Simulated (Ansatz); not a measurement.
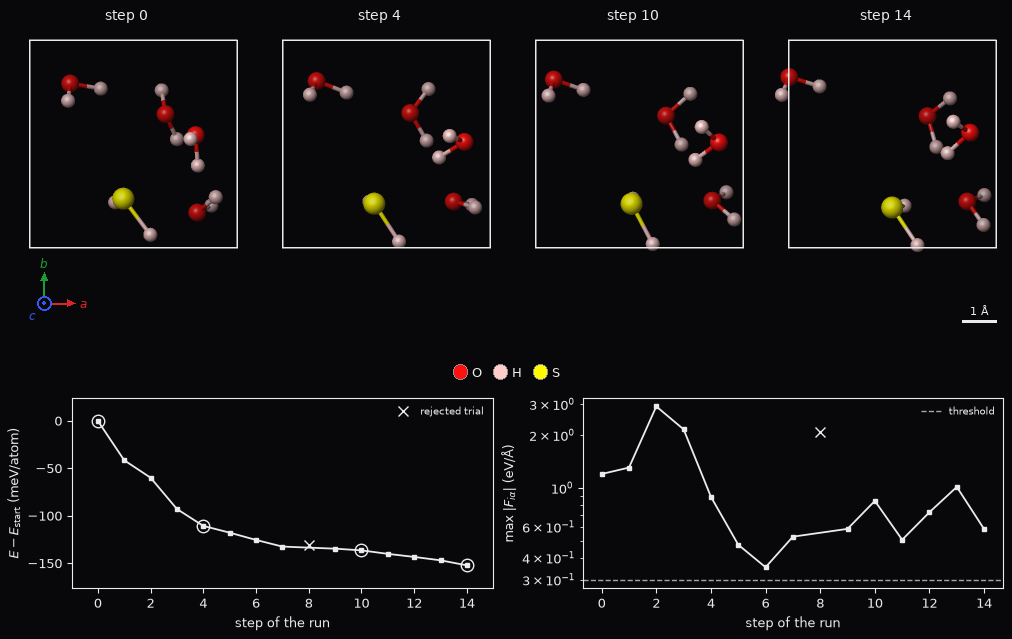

Frames of a relaxation of an amorphous cell of composition H$_{10}$SO$_{4}$, marked on the history of the run. The picture is a ball-and-stick view of the cell of the calculation, seen along the c axis.

The cell holds 4 H2O + 1 SH2. The run prepares the start of a later molecular dynamics calculation, from a guessed geometry.

Computed with DFT PBE-D3(BJ), scalar-relativistic, plane waves, PAW (Ansatz). (plane-wave cutoff 420 eV; k-point mesh 1 × 1 × 1; occupations fermi dirac; smearing width 0.05 eV; no spin polarisation; atoms relaxed in a fixed cell; force threshold 0.3 eV/Å; at most 15 steps)

**Describe the path.**

The relaxation stopped without meeting its thresholds, so the last structure isn't shown to be converged. It used up its limit of 15 steps. Over 13 accepted moves (14 points after the start) the energy falls by 152 meV per atom. Largest force component: 1.2 eV/Å at the start, 0.58 eV/Å at the end. The line search rejected the trial step at point 8 of the run. An H atom moves most: 1.50 Å roughly along [−2 0 1]. Largest moves by element: H 1.50 Å, O 1.36 Å, S 0.40 Å. The lattice vectors keep their values. Near-neighbour distances that change, for instance: H–O 0.969 → 0.995 Å, H–S 1.339 → 1.358 Å, H–O 0.969 → 0.973 Å. Bond angles that change, for instance: H–O–H 104.0° → 107.7°, H–O–H 104.0° → 101.3°, H–S–H 93.3° → 90.8°. Cost: 13 s on 1 thread of Intel(R) Xeon(R) Platinum 8488C (Sapphire Rapids), on a shared host, peak memory 0.4 GiB. From step 0 to 4: an O atom moves most (0.57 Å), energy −111 meV per atom. From step 4 to 10: an H atom moves most (0.64 Å), energy −25.7 meV per atom. From step 10 to 14: an H atom moves most (0.64 Å), energy −15.8 meV per atom.

| step | E − E(0), meV/atom | largest force component, eV/Å | note |
| --- | --- | --- | --- |
| 0 | 0.00 | 1.2013 |  |
| 1 | -41.49 | 1.3069 |  |
| 2 | -59.83 | 2.9147 |  |
| 3 | -92.81 | 2.1579 |  |
| 4 | -110.58 | 0.8906 |  |
| 5 | -117.68 | 0.4751 |  |
| 6 | -125.36 | 0.3536 |  |
| 7 | -132.34 | 0.5281 |  |
| 8 | -130.41 | 2.0801 | rejected |
| 9 | -134.56 | 0.5850 |  |
| 10 | -136.32 | 0.8443 |  |
| 11 | -140.01 | 0.5073 |  |
| 12 | -143.24 | 0.7281 |  |
| 13 | -146.81 | 1.0143 |  |
| 14 | -152.11 | 0.5831 |  |

Limits of the set-up: the periodic images lie only 6.2 Å apart, so the values are limited by the cell's size.
